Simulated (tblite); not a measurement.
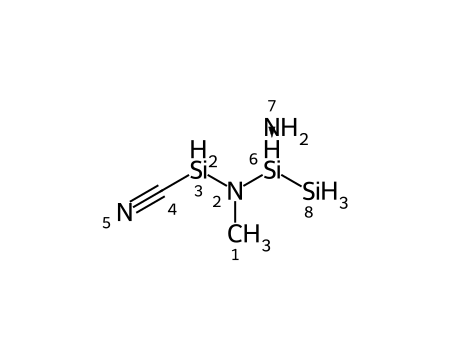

Skeletal drawing with numbered atoms; wedges and dashes mark any stereocentres. The configuration is that of a computed structure (GFN2-xTB).

What are the Cahn–Ingold–Prelog descriptors?

Answer. Si6: R.

Give a SMILES with the stereochemistry.

Answer. CN([SiH2]C#N)[Si@@H](N)[SiH3]
